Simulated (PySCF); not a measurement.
**PH3F+ (SMILES F[PH3+]): levels of theory compared**

We compute a comparison of 6 runs (B3LYP/STO-3G, PBE0/STO-3G, SVWN5/STO-3G, MP2/STO-3G, CCSDT(Q)/STO-3G, UCCSD(T)/STO-3G) of PH3F+. Input form: a Python script.

The results are computed with PySCF 2.14.0.

7 further runs of the same task are left out: 7 set aside as unsound or not needed.

## (1) Starting point

PH3F+ has 5 atoms, charge +1, and is taken as a singlet. As SMILES, `F[PH3+]`. One bond was lengthened or shortened from a relaxed shape.

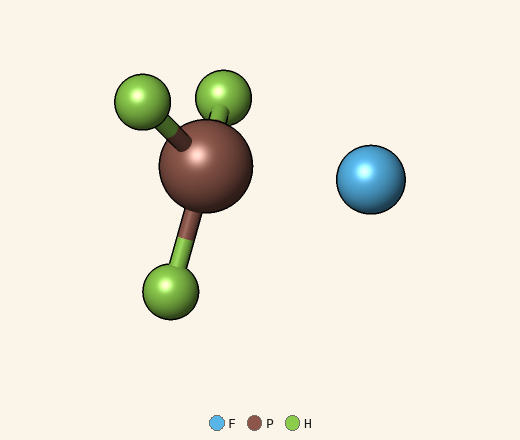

Viewed from a chosen angle; fluorine blue, phosphorus brown, hydrogen green.

## (2) The energy at B3LYP/STO-3G (run 1)

run.py reads:

```python
from pyscf import gto, dft

mol = gto.M(
    atom='''
F   -1.663140   0.304962   0.415465
P    0.122590  -0.022380  -0.030680
H    0.038180  -0.428620  -1.349370
H    0.486130  -1.008290   0.868130
H    0.718590   1.208890   0.170830
''',
    charge=1,
    basis='sto-3g',
    spin=0,
    verbose=3,
    max_memory=1860,
)

ks = dft.RKS(mol, xc='b3lyp')
ks.conv_tol = 1e-10
ks.grids.level = 5
ks.kernel()
if not ks.converged:
    ks = ks.newton().run(ks.mo_coeff, ks.mo_occ)

e_final = ks.e_tot
print('E = %.10f Eh' % e_final)
```

Run with:

```console
$ OMP_NUM_THREADS=1 python run.py
```

Output:

```text
converged SCF energy = -437.382895630629
E = -437.3828956306 Eh
```

Run time: 4.2 s. Hardware: 1 thread of Arm Neoverse N1, shared host; peak memory 0.19 GiB.

## (3) The energy at PBE0/STO-3G (run 2)

job.py reads:

```python
from pyscf import gto, dft

mol = gto.M(
    atom='''
F     -3.142879     0.576295     0.785115
P      0.231662    -0.042292    -0.057977
H      0.072150    -0.809974    -2.549940
H      0.918653    -1.905392     1.640528
H      1.357938     2.284471     0.322822
''',
    max_memory=1860,
    charge=1,
    spin=0,
    unit='bohr',
    verbose=4,
    basis='sto-3g',
)

calc0 = dft.RKS(mol)
calc0.xc = 'pbe0'
calc0.grids.level = 5
calc0.conv_tol = 1e-10
calc0.kernel()
if not calc0.converged:
    calc0 = calc0.newton().run(calc0.mo_coeff, calc0.mo_occ)

e_tot = calc0.e_tot
print('Final energy', e_tot)
```

Run with:

```console
$ OMP_NUM_THREADS=1 python job.py
```

Output:

```text
PySCF version 2.14.0

[... 70 lines left out ...]
converged SCF energy = -437.180048573237
Final energy -437.1800485732374
```

It took 3.9 s on 1 thread of Arm Neoverse N1, shared host; peak memory 0.19 GiB.

Runs 3 to 4 aren't shown in full; the table further down has their settings and results.

## (4) The energy at CCSDT(Q)/STO-3G (run 5)

job.py reads:

```python
from pyscf import gto, cc

mol = gto.M(
    atom='''
F     -3.142879     0.576295     0.785115
P      0.231662    -0.042292    -0.057977
H      0.072150    -0.809974    -2.549940
H      0.918653    -1.905392     1.640528
H      1.357938     2.284471     0.322822
''',
    max_memory=1860,
    unit='bohr',
    spin=0,
    charge=1,
    verbose=3,
    basis='sto-3g',
)

mf = mol.RHF()
mf.conv_tol = 1e-10
mf.kernel()
if not mf.converged:
    mf = mf.newton().run(mf.mo_coeff, mf.mo_occ)

mycc = cc.CCSDT(mf, frozen=6)
mycc.kernel()
e_bracket, e_q = mycc.ccsdt_q()
energy = mycc.e_tot + e_q
print('E(%s) = %.9f' % ('CCSDT(Q)', energy))
```

Run with:

```console
$ OMP_NUM_THREADS=1 python job.py
```

Output:

```text
converged SCF energy = -436.418531959457
_make_eris_incore_RCCSDT

WARN: A large `blksize` is being used, which may cause large memory consumption
      for storing contraction intermediates. If memory is sufficient, consider using
      `pyscf.cc.rccsdt_highm.RCCSDT` instead.

RCCSDT converged
E(RCCSDT) = -436.531795058771   E_corr = -0.1132630993134892
E_corr(same-spin) = -0.00201895576377084
E_corr(oppo-spin) = -0.111244143549718
_make_eris_incore_RCCSDT
E(CCSDT(Q)) = -436.531830762
```

Run time: 2.4 s. Hardware: 1 thread of Arm Neoverse N1, shared host; peak memory 0.12 GiB.

## (5) The energy at UCCSD(T)/STO-3G (run 6)

job.py reads:

```python
from pyscf import gto, cc

mol = gto.Mole()
mol.atom = '''
F     -3.142879     0.576295     0.785115
P      0.231662    -0.042292    -0.057977
H      0.072150    -0.809974    -2.549940
H      0.918653    -1.905392     1.640528
H      1.357938     2.284471     0.322822
'''
mol.verbose = 3
mol.unit = 'bohr'
mol.basis = 'sto-3g'
mol.max_memory = 1860
mol.charge = 1
mol.build()

mf = mol.UHF()
mf.conv_tol = 1e-10
mf.kernel()
if not mf.converged:
    mf = mf.newton().run(mf.mo_coeff, mf.mo_occ)
for _ in range(3):
    mo, _, stable, _ = mf.stability(return_status=True)
    if stable:
        break
    mf.kernel(mf.make_rdm1(mo, mf.mo_occ))

mycc = cc.CCSD(mf, frozen=6)
mycc.kernel()
e_t = mycc.ccsd_t()
e_final = mycc.e_tot + e_t
print('Final energy', e_final)
```

Run with:

```console
$ OMP_NUM_THREADS=1 python job.py
```

Output:

```text
converged SCF energy = -436.418531959457  <S^2> = 9.3258734e-13  2S+1 = 1
<class 'pyscf.scf.uhf.UHF'> wavefunction has an internal instability
converged SCF energy = -436.420765596147  <S^2> = 0.19857549  2S+1 = 1.3395156
<class 'pyscf.scf.uhf.UHF'> wavefunction is stable in the internal stability analysis
E(UCCSD) = -436.5302721192111  E_corr = -0.1095065230644641
UCCSD(T) correction = -0.000996285380438909
Final energy -436.5312684045916
```

Wall time 1.4 s (1 thread of Arm Neoverse N1, shared host); peak memory 0.12 GiB.

## (6) The series

| run | level | integration grid | frozen core orbitals | energy (Eh) | HOMO energy (eV) | LUMO energy (eV) | HOMO–LUMO gap (eV) | wall time |
| --- | --- | --- | --- | --- | --- | --- | --- | --- |
| 1 | B3LYP/STO-3G | 5 | – | -437.382896 | -13.11 | -6.10 | 7.01 | 4.2 s |
| 2 | PBE0/STO-3G | 5 | – | -437.180049 | -13.50 | -5.80 | 7.70 | 3.9 s |
| 3 | SVWN5/STO-3G | 5 | – | -435.410113 | -10.71 | -7.20 | 3.51 | 2.8 s |
| 4 | MP2/STO-3G | – | 6 | -436.492400 | -19.78 | -0.45 | 19.34 | 1.1 s |
| 5 | CCSDT(Q)/STO-3G | – | 6 | -436.531831 | -19.78 | -0.45 | 19.34 | 2.4 s |
| 6 | UCCSD(T)/STO-3G | – | 6 | -436.531268 | -18.83 | -1.06 | 17.77 | 1.4 s |

## (7) Outcome

| quantity | value |
| --- | --- |
| run 6: total energy | -436.53127 Eh |
| run 6: HOMO energy (Hartree–Fock orbitals) | -18.83 eV |
| run 6: LUMO energy (Hartree–Fock orbitals) | -1.06 eV |
| run 6: HOMO–LUMO gap (Hartree–Fock orbitals) | 17.77 eV |
| run 6: correlation energy (6 core orbitals frozen) | -110.5 mEh |
| run 6: (T) correction | -1.00 mEh |
| run 6: ⟨S²⟩ of the reference determinant | 0.199 |
| run 6: T1 diagnostic | 0.047 |

Over runs 1, 2, 3 the HOMO–LUMO gap runs from 3.51 eV (SVWN5/STO-3G) to 7.70 eV (PBE0/STO-3G). Totals of different functionals can't be ranked against each other. In runs 1, 2, 3, 4, 5, 6 the basis is minimal, so the values are rough. Spin contamination of the reference: run 6 ⟨S²⟩ = 0.20. All runs together took 16 s, the longest 4.2 s.
